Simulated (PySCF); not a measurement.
# SiH2ClO (SMILES O[SiH]Cl): levels of theory compared

Aim: a comparison of 6 runs (U-r2SCAN/STO-3G, UB3LYP/STO-3G, UPBE/STO-3G, UPBE0/STO-3G, UCCSD(T)/STO-3G, FCI/STO-3G) of SiH2ClO. The job is set up through a Python script.

The calculation is run with PySCF 2.14.0.

5 further runs of the same task are left out: 1 that didn't finish, 4 set aside as unsound or not needed.

## (1) The system as given

SiH2ClO has 5 atoms, charge 0, and is taken as a doublet. SMILES: `O[SiH]Cl`. The O1–Si2 distance was set to 4.590 Å, away from the relaxed value. At this shape a bond of the SMILES string is far longer than usual.

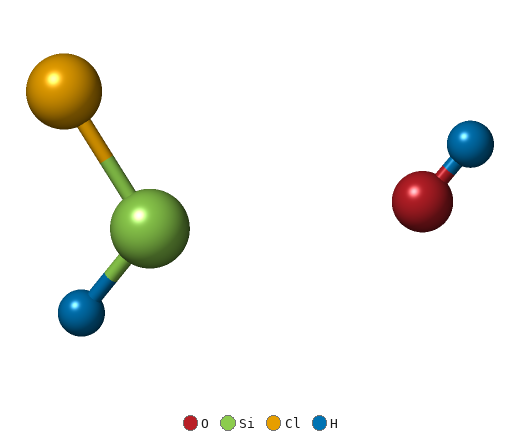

The structure, seen from a chosen angle (oxygen red, silicon green, chlorine amber, hydrogen blue).

## (2) A single-point energy at U-r2SCAN/STO-3G (run 1)

File geometry.xyz:

```xyz
5
ClH2OSi
O     -2.090925    -2.073221    -2.835375
Si    -0.092300     0.479800     0.414000
Cl     1.606600    -0.440800     1.143600
H     -2.308925    -2.984421    -2.628875
H      0.316000     1.736300    -0.271100
```

File input.py:

```python
from pyscf import gto, dft

system = gto.Mole()
system.atom = 'geometry.xyz'
system.basis = 'sto-3g'
system.verbose = 4
system.max_memory = 1860
system.spin = 1
system.build()

mf = dft.UKS(system, xc='r2scan')
mf.conv_tol = 1e-10
mf.grids.level = 5
mf.kernel()
if not mf.converged:
    mf = mf.newton().run(mf.mo_coeff, mf.mo_occ)

e_tot = mf.e_tot
print('E = %.10f Eh' % e_tot)
```

On the command line:

```bash
$ OMP_NUM_THREADS=1 python input.py
```

What it wrote:

```text
PySCF version 2.14.0

[... 67 lines left out ...]
[... the frontier-level lines of each cycle are left out ...]
[... 3 lines left out ...]
[... 71 lines left out ...]
converged SCF energy = -816.493296286333  <S^2> = 0.75127648  2S+1 = 2.0012761
E = -816.4932962863 Eh
```

It took 34 s on 1 thread of Arm Neoverse V1, shared host; peak memory 0.24 GiB.

## (3) A single-point energy at UB3LYP/STO-3G (run 2)

File calc.py:

```python
from pyscf import gto, dft

system = gto.M(
    atom='''
O     -3.951276    -3.917820    -5.358082
Si    -0.174422     0.906691     0.782347
Cl     3.036034    -0.832991     2.161091
H     -4.363236    -5.639738    -4.967854
H      0.597153     3.281131    -0.512305
''',
    spin=1,
    verbose=3,
    max_memory=1860,
    basis='sto-3g',
    unit='bohr',
)

calc0 = dft.UKS(system, xc='b3lyp')
calc0.grids.level = 5
calc0.conv_tol = 1e-10
calc0.kernel()
if not calc0.converged:
    calc0 = calc0.newton().run(calc0.mo_coeff, calc0.mo_occ)

e_final = calc0.e_tot
print('Final energy', e_final)
```

On the command line:

```bash
$ OMP_NUM_THREADS=1 python calc.py
```

What it wrote:

```text
WARN: HOMO 0.00731845617517639 >= LUMO 0.00755472154645373

WARN: HOMO -0.0756071755665803 >= LUMO -0.0755361577672772

converged SCF energy = -816.54673185099  <S^2> = 0.75095271  2S+1 = 2.0009525
Final energy -816.5467318509905
```

It took 15 s on 1 thread of Arm Neoverse V1, shared host; peak memory 0.23 GiB.

Runs 3 to 5 aren't shown in full; the table further down has their settings and results.

## (4) The energy at FCI/STO-3G (run 6)

File run.py:

```python
from pyscf import gto, mcscf

mol = gto.M(
    atom='''
O   -2.090925  -2.073221  -2.835375
Si  -0.092300   0.479800   0.414000
Cl   1.606600  -0.440800   1.143600
H   -2.308925  -2.984421  -2.628875
H    0.316000   1.736300  -0.271100
''',
    spin=1,
    basis='sto-3g',
    verbose=3,
    max_memory=1860,
)

mf = mol.ROHF()
mf.conv_tol = 1e-10
mf.kernel()
if not mf.converged:
    mf = mf.newton().run(mf.mo_coeff, mf.mo_occ)

cas = mcscf.CASCI(mf, mf.mo_coeff.shape[-1] - 11, (mol.nelec[0] - 11, mol.nelec[1] - 11))  # full CI above the frozen core
cas.fix_spin_(ss=0.75)
cas.kernel()
e_tot = cas.e_tot
print('E = %.10f Eh' % e_tot)
```

On the command line:

```bash
$ OMP_NUM_THREADS=1 python run.py
```

What it wrote:

```text
converged SCF energy = -815.108793486511
CASCI E = -815.185356819035  E(CI) = -56.2857174987051  S^2 = 0.7500000
E = -815.1853568190 Eh
```

Run time: 68 s. Hardware: 1 thread of Arm Neoverse V1, shared host; peak memory 0.55 GiB.

## (5) All runs side by side

| run | level | integration grid | frozen core orbitals | energy (Eh) | dipole moment (D) of the reference | HOMO energy (eV) | LUMO energy (eV) | wall time |
| --- | --- | --- | --- | --- | --- | --- | --- | --- |
| 1 | U-r2SCAN/STO-3G | 5 | – | -816.493296 | 1.78 | -2.49 | -0.27 | 34 s |
| 2 | UB3LYP/STO-3G | 5 | – | -816.546732 | 1.88 | -3.71 | 0.40 | 15 s |
| 3 | UPBE/STO-3G | 5 | – | -816.092627 | 1.69 | -1.83 | -1.11 | 17 s |
| 4 | UPBE0/STO-3G | 5 | – | -816.231506 | 1.91 | -3.93 | 0.58 | 15 s |
| 5 | UCCSD(T)/STO-3G | – | 11 | -815.184926 | 2.53 | -6.92 | 5.14 | 1.4 s |
| 6 | FCI/STO-3G | – | 11 | -815.185357 | 2.38 | – | – | 68 s |

## (6) What came out

| quantity | value |
| --- | --- |
| run 6: total energy | -815.18536 Eh |
| run 6: dipole moment (Hartree–Fock density) | 2.38 D |
| run 6: correlation energy (11 core orbitals frozen) | -76.6 mEh |

Against full CI in this basis: UCCSD(T) +0.4 mEh. Over runs 1, 2, 3, 4 the dipole moment (its size) runs from 1.69 D (UPBE/STO-3G) to 1.91 D (UPBE0/STO-3G). Totals of different functionals can't be ranked against each other. In runs 1, 2, 3, 4, 5, 6 the basis is minimal, so the values are rough. Spin contamination of the reference: run 5 ⟨S²⟩ = 0.93. All runs together took 2.5 min, the longest 68 s.
